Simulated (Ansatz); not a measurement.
Y$_{3}$W

Input file:

```
crystal:
  lattice:
    - [4.6880764366, 0.0, 0.0]
    - [0.0, 4.6880764366, 0.0]
    - [0.0, 0.0, 4.6880764366]
  atoms:
    - { symbol: "Y", position: [0.0, 0.5, 0.5] }
    - { symbol: "Y", position: [0.5, 0.0, 0.5] }
    - { symbol: "Y", position: [0.5, 0.5, 0.0] }
    - { symbol: W, position: [0.0, 0.0, 0.0] }
basis:
  ecutwfc: 420
kpoints:
  mp_grid: { grid: [10, 10, 10] }
hamiltonian:
  xc: pbe
scf:
  occupations: { method: gaussian, width: 0.1 }
output:
  forces: true
  stress: true
  eigenvalues: true
  write_density: true
  write_potential: true
  elf: true
  volumetric_format: npy
relax:
  adjacent_minimum: "off"
  f_tol: 0.01
  max_steps: 80
  cell: { stress_tol: 0.05 }
```

Run with:

```sh
ansatz run input.yaml --threads 1 --pin off --max-ram 2560MiB --backend cpu --events-out ev --progress --plain --runs-dir out
```

Below, planes, directions and counts refer to the conventional cell (a = 4.69 Å, b = 4.69 Å, c = 4.69 Å, α = 90.00°, β = 90.00°, γ = 90.00°).

The fields are those of the relaxed geometry.

Space group Pm-3m; started from the Cu3Au (L1_2)_221 prototype, which need not be the ambient phase; computed without spin polarisation.

All numbers below come from DFT PBE, scalar-relativistic, plane waves, PAW in Ansatz 0.2.0.

**What will maps of the valence pseudo-density and electron localisation function show?**

Y–W (3.32 Å): ρ is about 0.17 e/Å³ halfway; the ELF is about 0.30 at the midpoint: no localised pair shows between them.
The ELF has a maximum of about 0.85 in the space between the atoms, 2.3 Å from six Y atoms, on no atom or two-centre bond.

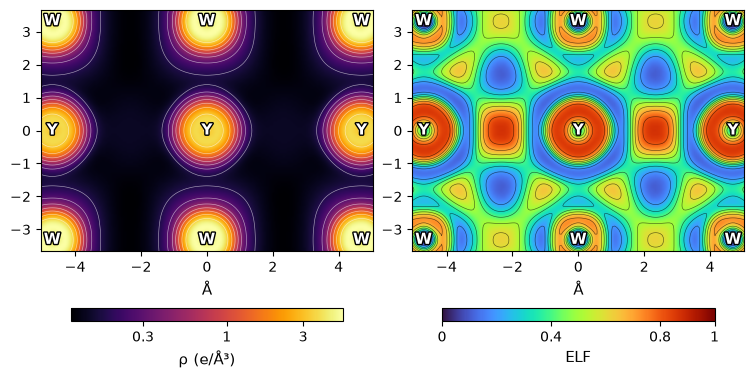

Computed valence pseudo-density and electron localisation function on the (110) plane of the conventional cell, in this order. 
